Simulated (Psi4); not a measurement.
# AlH (SMILES [AlH]): B2PLYP/cc-pCVQZ (density fitting, density fitting for correlation, sweep point 7)

What is the vertical ionisation energy of AlH at B2PLYP/cc-pCVQZ (density fitting, density fitting for correlation, sweep point 7)? 

The calculation is run with Psi4 1.11.

### Step 1. The system as given

AlH has 2 atoms, charge 0, and is taken as a singlet. SMILES: `[AlH]`. The shape comes from GFN2-xTB, which is rough for such elements, and wasn't checked as a minimum.

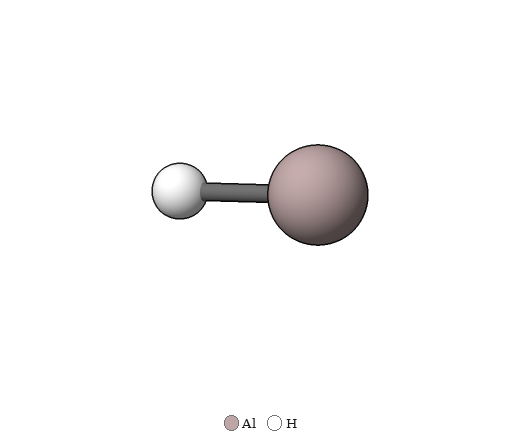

The structure, seen from a chosen angle (aluminium light grey, hydrogen white).

### Step 2. A single-point energy at B2PLYP/cc-pCVQZ (density fitting, density fitting for correlation, sweep point 7)

Contents of calc.inp:

```
memory 1600 MB

molecule geom {
  0 1
  Al     0.000000     0.000000     0.000000
  H      0.000000     0.000000     1.613470
  units angstrom
  symmetry c1
}

set puream true
set scf_type df
set dft_radial_points 99
set dft_spherical_points 590
set num_frozen_docc 0

energy("b2plyp/cc-pCVQZ")
```

Command:

```
$ psi4 -i calc.inp -o calc.out -n 1
```

calc.out:

```text
[...]
  Running in c1 symmetry.
[...]
  Nuclear repulsion =    4.263670064339592
[...]
  Multiplicity = 1
[...]
  Nalpha       = 7
  Nbeta        = 7
[...]
    Number of basis functions: 139
[...]
   @DF-RKS iter   1:  -242.83449882939158   -4.36110e-01   1.43130e-03 ADIIS/DIIS
[...]
   @DF-RKS iter   6:  -242.84681620792509   -3.27353e-08   2.66767e-07 DIIS
[...]
    Orbital Energies [Eh]
    ---------------------
    Doubly Occupied:
       1A    -57.058265     2A     -4.451665     3A     -2.904756
       4A     -2.904756     5A     -2.900282     6A     -0.424450
       7A     -0.241137
[...]
  @DF-RKS Final Energy:  -242.84681620792509
   => Energetics <=
    Nuclear Repulsion Energy =              4.2636700643395917
    One-Electron Energy =                -345.9706489048256799
    Two-Electron Energy =                 107.9132842057208421
    DFT Exchange-Correlation Energy =      -9.0531215731598174
    Empirical Dispersion Energy =           0.0000000000000000
    VV10 Nonlocal Energy =                  0.0000000000000000
    Total Energy =                       -242.8468162079250590
[...]
 Multipole Moments:
 ------------------------------------------------------------------------------------
     Multipole            Electronic (a.u.)      Nuclear  (a.u.)        Total (a.u.)
 ------------------------------------------------------------------------------------
 L = 1.  Multiply by 2.5417464519 to convert [e a0] to [Debye]
 Dipole X            :         -0.0000000            0.0000000           -0.0000000
 Dipole Y            :          0.0000000            0.0000000            0.0000000
 Dipole Z            :         -1.4890127            1.5119950            0.0229823
 Magnitude           :                                                    0.0229823
[...]
```

Run time: 7.2 s. Hardware: 1 thread of AMD EPYC 7R43 (Zen 3), shared host; peak memory 0.67 GiB.

### Step 3. The doublet cation at the same level

Contents of job.inp:

```
memory 1600 MB

molecule {
  1 2
  Al     0.000000     0.000000     0.000000
  H      0.000000     0.000000     1.613470
  symmetry c1
}

set basis cc-pCVQZ
set reference uks
set puream true
set scf_type df
set dft_radial_points 99
set dft_spherical_points 590
set num_frozen_docc 0
set maxiter 150

e_tot, wfn = energy('b2plyp', return_wfn=True)
print_variables()
```

Command:

```
$ psi4 job.inp job.out -n 1
```

job.out:

```text
[...]
  Running in c1 symmetry.
[...]
  Nuclear repulsion =    4.263670064339592
[...]
  Multiplicity = 2
[...]
  Nalpha       = 7
  Nbeta        = 6
[...]
    Number of basis functions: 139
[...]
   @DF-UKS iter   1:  -242.53545265159420   -1.37064e-01   1.30367e-03 ADIIS/DIIS
[...]
   @DF-UKS iter   8:  -242.55822460104582   -2.78678e-07   2.88949e-07 DIIS
[...]
   @S^2 Observed:                7.659171984E-01
[...]
    Orbital Energies [Eh]
    ---------------------
    Alpha Occupied:
       1A    -57.390407     2A     -4.779976     3A     -3.231432
       4A     -3.231432     5A     -3.230939     6A     -0.726935
       7A     -0.554499
    Alpha Virtual:
       8A     -0.271057     9A     -0.271057    10A     -0.143038
      11A     -0.091475    12A     -0.064892    13A     -0.064892
      14A     -0.061141    15A     -0.049855    16A     -0.049855
      17A     -0.043373    18A     -0.043373    19A      0.081095
      20A      0.125959    21A      0.250154    22A      0.250154
      23A      0.266317    24A      0.266317    25A      0.267529
[...]
  @DF-UKS Final Energy:  -242.55822460104582
   => Energetics <=
    Nuclear Repulsion Energy =              4.2636700643395917
    One-Electron Energy =                -341.6004518135727039
    Two-Electron Energy =                 103.7161631297721840
    DFT Exchange-Correlation Energy =      -8.9376059815848912
    Empirical Dispersion Energy =           0.0000000000000000
    VV10 Nonlocal Energy =                  0.0000000000000000
    Total Energy =                       -242.5582246010458221
[...]
 Multipole Moments:
 ------------------------------------------------------------------------------------
     Multipole            Electronic (a.u.)      Nuclear  (a.u.)        Total (a.u.)
 ------------------------------------------------------------------------------------
 L = 1.  Multiply by 2.5417464519 to convert [e a0] to [Debye]
 Dipole X            :          0.0000000            0.0000000            0.0000000
 Dipole Y            :         -0.0000000            0.0000000           -0.0000000
 Dipole Z            :         -1.6772156            1.5119950           -0.1652206
 Magnitude           :                                                    0.1652206
[...]
```

Wall time 12 s (1 thread of AMD EPYC 7R43 (Zen 3), shared host); peak memory 0.67 GiB.

### Step 4. Results

Level: B2PLYP/cc-pCVQZ (density fitting, density fitting for correlation, sweep point 7).

```
                                                                quantity          value
                                               singlet AlH: total energy  -242.97553 Eh
                          singlet AlH: HOMO energy (SCF part's orbitals)       -6.56 eV
                          singlet AlH: LUMO energy (SCF part's orbitals)       -0.81 eV
                        singlet AlH: HOMO–LUMO gap (SCF part's orbitals)        5.75 eV
                                            doublet cation: total energy  -242.67604 Eh
doublet cation: HOMO energy (SCF part's orbitals) (highest over α and β)      -15.09 eV
 doublet cation: LUMO energy (SCF part's orbitals) (lowest over α and β)       -9.17 eV
                                                    doublet cation: ⟨S²⟩          0.766
                      vertical ionisation energy (to the doublet cation)       8.150 eV
```

In words: Removing an electron at fixed nuclei costs 8.15 eV (786 kJ/mol). −ε(HOMO) before ionisation, 6.56 eV, is 1.59 eV below this ionisation energy.
